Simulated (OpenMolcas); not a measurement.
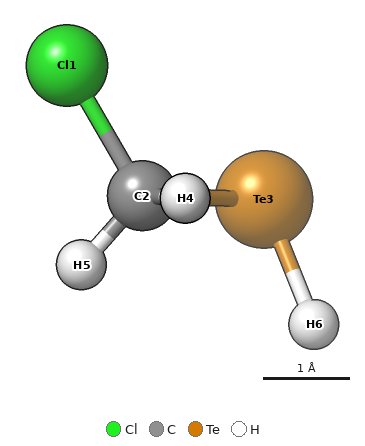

Fig. 1: The structure as given in the input (ball-and-stick view, seen at a tilt; atoms are numbered from 1 in the order of the input). Bond lengths as drawn: C–Cl 1.77 Å, C–H 1.08 Å, C–Te 2.17 Å and H–Te 1.65 Å.

# CH3ClTe: excited-state calculation (part 1 of 3)

CH3ClTe, computed with MC-PDFT (ftPBE)/ANO-R1, sfX2C (OpenMolcas 26.06).

The geometry comes from this level: GFN2-xTB.

**Input file**
```
&GATEWAY
 Coord
 6
 angstrom
 Cl      -1.936890       0.035720      -0.839670
 C       -0.213650      -0.101990      -0.481320
 Te       0.061660       0.452030       1.600170
 H        0.087010      -1.126970      -0.659690
 H        0.321420       0.572010      -1.138570
 H        1.680450       0.169190       1.519070
 Basis=ANO-R1
 Group=NoSym
 RICD

&SEWARD

&RASSCF
 FileOrb=$CurrDir/step2.RasOrb
 Spin=1
 Nactel=6 0 0
 Inactive=36
 Ras2=6
 CIRoot=4 4 1
 OrbListing=Nothing
 OrbAppear=Compact
 XMSI

&MCPDFT
 KSDFT=FT:PBE
 MSPDFT
```

Launch command:
```bash
export MOLCAS_MEM=1860
pymolcas step8.input > step8.log
```

**Log**
```
--- Start Module: gateway ---

                                              &GATEWAY

                       available to each process: 1.9 GB of memory, 1 thread

++    Symmetry information:
      ---------------------

                    Character Table for C1

                             E
                    a        1  x, y, xy, Rz, z, xz, Ry, yz, Rx, I
--

++    Basis set information:
      ----------------------

      Basis set label: CL.ANO-R...4S3P1D.

      Electronic valence basis set:
      ------------------
      Associated Effective Charge  17.000000 au
      Associated Actual Charge     17.000000 au
      Nuclear Model: Finite nucleus - Gaussian distribution
        Gaussian exponent, Xi/bohr**(-2):  3.84638E+08

      Shell  nPrim  nBasis  Cartesian Spherical Contaminant
         s      17       4        X
         p      11       3        X
         d       7       1                 X

      Basis set label: C.ANO-R...3S2P1D.

      Electronic valence basis set:
      ------------------
      Associated Effective Charge   6.000000 au
      Associated Actual Charge      6.000000 au
      Nuclear Model: Finite nucleus - Gaussian distribution
        Gaussian exponent, Xi/bohr**(-2):  6.80775E+08

      Shell  nPrim  nBasis  Cartesian Spherical Contaminant
         s      12       3        X
         p       7       2        X
         d       3       1                 X

      Basis set label: TE.ANO-R...6S5P3D1F.

      Electronic valence basis set:
      ------------------
      Associated Effective Charge  52.000000 au
      Associated Actual Charge     52.000000 au
      Nuclear Model: Finite nucleus - Gaussian distribution
        Gaussian exponent, Xi/bohr**(-2):  1.81931E+08

      Shell  nPrim  nBasis  Cartesian Spherical Contaminant
         s      23       6        X
         p      18       5        X
         d      12       3                 X
         f       6       1                 X

      Basis set label: H.ANO-R...2S1P.

      Electronic valence basis set:
      ------------------
      Associated Effective Charge   1.000000 au
      Associated Actual Charge      1.000000 au
      Nuclear Model: Finite nucleus - Gaussian distribution
        Gaussian exponent, Xi/bohr**(-2):  2.12482E+09

      Shell  nPrim  nBasis  Cartesian Spherical Contaminant
         s       7       2        X
         p       4       1        X
--

++    Molecular structure info:
      -------------------------

                    ************************************************
                    **** Cartesian Coordinates / bohr, angstrom ****
                    ************************************************

     Center  Label                x              y              z                     x              y              z
        1      CL1             -3.660192       0.067501      -1.586746             -1.936890       0.035720      -0.839670
        2      C2              -0.403740      -0.192733      -0.909563             -0.213650      -0.101990      -0.481320
        3      TE3              0.116521       0.854213       3.023883              0.061660       0.452030       1.600170
        4      H4               0.164425      -2.129665      -1.246633              0.087010      -1.126970      -0.659690
        5      H5               0.607396       1.080942      -2.151585              0.321420       0.572010      -1.138570
        6      H6               3.175590       0.319723       2.870626              1.680450       0.169190       1.519070

                    ***************************************
                    *    InterNuclear Distances / bohr    *
                    ***************************************

               1 CL1           2 C2            3 TE3           4 H4            5 H5            6 H6
    1 CL1      0.000000
    2 C2       3.336282        0.000000
    3 TE3      6.011686        4.103506        0.000000
    4 H4       4.423902        2.046493        5.209907        0.000000
    5 H5       4.422489        2.046281        5.203637        3.364990        0.000000
    6 H6       8.164539        5.231066        3.109192        5.658484        5.691897        0.000000

                    *******************************************
                    *    InterNuclear Distances / angstrom    *
                    *******************************************

               1 CL1           2 C2            3 TE3           4 H4            5 H5            6 H6
    1 CL1      0.000000
    2 C2       1.765484        0.000000
    3 TE3      3.181247        2.171482        0.000000
    4 H4       2.341028        1.082957        2.756964        0.000000
    5 H5       2.340280        1.082845        2.753646        1.780676        0.000000
    6 H6       4.320488        2.768161        1.645314        2.994341        3.012022        0.000000

                    **************************************
                    *    Valence Bond Angles / degree    *
                    **************************************
                          Atom centers                 Phi
                      4 H4       2 C2       5 H5       110.61
--

            Nuclear Potential Energy            307.78052108 au

--- Stop Module: gateway /rc=_RC_ALL_IS_WELL_ ---
--- Module gateway spent 5 seconds ---

--- Start Module: seward ---

                                              &SEWARD

                       available to each process: 1.9 GB of memory, 1 thread

               SEWARD will generate:
                  Multipole Moment integrals up to order  2
                  Kinetic Energy integrals
                  Nuclear Attraction integrals (finite nuclei - Gaussian type)
                  One-Electron Hamiltonian integrals
                  Velocity integrals
                  Relativistic X2C integrals
                  Orbital angular momentum around ( -0.6321   0.6130   1.8115 )
                  Velocity quadrupole around ( -0.6321   0.6130   1.8115 )
                  Atomic mean-field integrals
                  RI decomposed two-electron repulsion integrals stored Cholesky style
                   - acCD auxiliary basis
                   - CD Threshold:   1.00E-04

                   Integrals are discarded if absolute value <: 1.00E-14
                   Integral cutoff threshold is set to       <: 1.00E-16

            Nuclear Potential Energy            307.78052108 au

      Basis set specifications :
      Symmetry species         a
      Basis functions           90

--- Stop Module: seward /rc=_RC_ALL_IS_WELL_ ---
--- Module seward spent 3 seconds ---

--- Start Module: rasscf ---

                                              &RASSCF

                       available to each process: 1.9 GB of memory, 1 thread

      Header of the ONEINT file:
      --------------------------

      OrdInt status: non-squared

      Cartesian coordinates in angstrom:
      -----------------------------------------------------
      No.  Label        X            Y            Z
      -----------------------------------------------------
       1   CL1       -1.93689000   0.03572000  -0.83967000
       2   C2        -0.21365000  -0.10199000  -0.48132000
       3   TE3        0.06166000   0.45203000   1.60017000
       4   H4         0.08701000  -1.12697000  -0.65969000
       5   H5         0.32142000   0.57201000  -1.13857000
       6   H6         1.68045000   0.16919000   1.51907000
      -----------------------------------------------------
      Nuclear repulsion energy =  307.78052108

++    Wave function specifications:
      -----------------------------

      Number of closed shell electrons          72
      Number of electrons in active shells       6
      Max number of holes in RAS1 space          0
      Max nr of electrons in RAS3 space          0
      Number of inactive orbitals               36
      Number of active orbitals                  6
      Number of secondary orbitals              48
      Spin quantum number                      0.0
      State symmetry                             1
--

++    Orbital specifications:
      -----------------------

      Symmetry species                           1
                                                 a
      Frozen orbitals                            0
      Inactive orbitals                         36
      Active orbitals                            6
      RAS1 orbitals                              0
      RAS2 orbitals                              6
      RAS3 orbitals                              0
      Secondary orbitals                        48
      Deleted orbitals                           0
      Number of basis functions                 90
--

++    CI expansion specifications:
      ----------------------------

      Number of CSFs                           175
      Number of spin combinations              210
      Number of determinants                   400
      Number of root(s) required                 4
      Root chosen for geometry opt.              4
      CI roots used                              1     2     3     4
      weights                                0.250 0.250 0.250 0.250
      highest root included in the CI            4
      max. size of the explicit Hamiltonian    175
--

++    Optimization specifications:
      ----------------------------

      RASSCF algorithm: LK RI/DF
      Maximum number of macro iterations       200
      Maximum number of SX iterations          100
      Threshold for RASSCF energy            1.000E-08
      Threshold for max MO rotation          1.000E-01
      Threshold for max BLB element          1.000E-04
      Level shift parameter                  5.000E-01
      Make Quasi-Newton update
--

      The MO-coefficients are taken from the file:
      step2.RasOrb
      Title: RASSCF average (pseudo-natural) orbitals

      Total molecular charge    0.00

      ************************************************************************************************************************
      *                                            Wave function control section                                             *
      ************************************************************************************************************************

                                         RASSCF iterations: Energy and convergence statistics
                                         ----------------------------------------------------

          iter iter root      energy       change     param      element    value   shift minimum  type update hh:mm:ss
 Nr of preliminary CI iterations:   1
      Total energies have been shifted. Add                -7000.00 au
        1   1    3    0  -291.33593938    0.00E+00   1.34E-05   39  43 1  2.60E-06   0.36   0.00    SX    NO    0:00:00
        2   1    3    0  -291.33593938   -2.46E-10   7.70E-06   39  43 1  1.57E-06   0.36   0.00    SX    NO    0:00:00
        3   1    3    0  -291.33593938   -9.09E-11   4.48E-06   34  37 1  1.14E-06   0.36   0.00    SX    NO    0:00:00
        4   1    3    0  -291.33593938    1.82E-11   2.68E-06   34  37 1  8.79E-07   0.36   0.00    SX    NO    0:00:00
      Convergence after  4 iterations
        5   1    3    0  -291.33593938   -3.73E-11   2.68E-06   34  37 1  6.73E-07   0.36   0.00    SX    NO    0:00:00

 =======================================================================

           Do_Rotate.txt is found in scratch directory.
           Following properties are for XMS intermediate states.

 =======================================================================

      ************************************************************************************************************************
                                                      Wave function printout:
                       occupation of active orbitals, and spin coupling of open shells (u,d: Spin up or down)
      ************************************************************************************************************************

      Note: transformation to natural orbitals
      has been made, which may change the order of the CSFs.

      printout of CI-coefficients larger than  0.05 for root  1
      energy=   -7291.498456
      conf/sym  111111     Coeff  Weight
             1  222000  -0.97418 0.94903
             2  22ud00  -0.15412 0.02375
            11  220200   0.11504 0.01323
            34  202002   0.07769 0.00604

      printout of CI-coefficients larger than  0.05 for root  2
      energy=   -7291.334458
      conf/sym  111111     Coeff  Weight
             8  u22d00  -0.72668 0.52806
             9  u220d0  -0.66344 0.44015
            23  u2d200   0.05631 0.00317
            50  u2udd0  -0.07925 0.00628
            64  u202d0   0.08356 0.00698
           110  u02d02  -0.05775 0.00334
           111  u020d2  -0.05311 0.00282

      printout of CI-coefficients larger than  0.05 for root  3
      energy=   -7291.289404
      conf/sym  111111     Coeff  Weight
             8  u22d00   0.66206 0.43833
             9  u220d0  -0.71704 0.51415
            10  u2200d  -0.06942 0.00482
            23  u2d200  -0.11742 0.01379
            50  u2udd0  -0.07432 0.00552
            64  u202d0   0.09130 0.00834
           110  u02d02   0.05342 0.00285
           111  u020d2  -0.05684 0.00323

      printout of CI-coefficients larger than  0.05 for root  4
      energy=   -7291.221440
      conf/sym  111111     Coeff  Weight
             8  u22d00  -0.05523 0.00305
            10  u2200d  -0.96815 0.93732
            26  u2du0d   0.15908 0.02531
            51  u2ud0d   0.10011 0.01002
            66  u2020d   0.11294 0.01275
            86  udud02  -0.05012 0.00251

      Natural orbitals and occupation numbers for root  1
      sym 1:   1.997251   1.981012   1.962177   0.039171   0.001179   0.019209

      Natural orbitals and occupation numbers for root  2
      sym 1:   1.000125   1.980667   1.971931   0.999238   0.028709   0.019331

      Natural orbitals and occupation numbers for root  3
      sym 1:   1.000004   1.979983   1.960400   0.040865   0.998223   0.020525

      Natural orbitals and occupation numbers for root  4
      sym 1:   0.999564   1.994361   1.955586   0.048035   0.000824   1.001630
```
